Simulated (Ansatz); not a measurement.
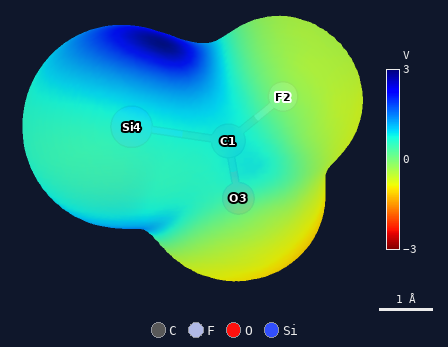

The picture shows: CFOSi (doublet). The molecular electrostatic potential painted on the density surface at 0.002 e/bohr³, seen at a tilt; red is negative and blue positive.

Geometry: B3LYP-D3(BJ)/6-311G**.

Theory: isolated molecule in a Gaussian basis; Kohn-Sham density functional theory, functional PBE0 in Ansatz.

Question: Where is the surface potential most negative and most positive?

Answer: The most negative region (about −1.2 V) lies over O3, the most positive (about +2.9 V) over Si4. O3 is the likeliest acceptor of a hydrogen bond.
